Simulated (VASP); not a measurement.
Energy against volume of BaHfO$_{3}$ (cubic perovskite). Computed with SCAN meta-GGA, VASP's PBE PAW potentials (set 64) (plane waves; VASP 6.6.1).

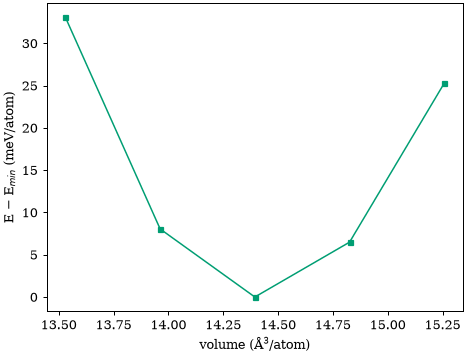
Energy against volume

Estimate the equilibrium volume and the bulk modulus.

The minimum lies near 14.4 Å³/atom, and the curvature gives B0 of about 180 GPa.

Measured: a 4.171 Å (computed value off by -0.2 %), as given by Zhao et al., (2008), arXiv:0809.3506. The calculation is for a static lattice, while the measured a holds thermal and zero-point effects, which are part of the difference.

The compound is BaHfO3 in the cubic perovskite structure. It was relaxed first.
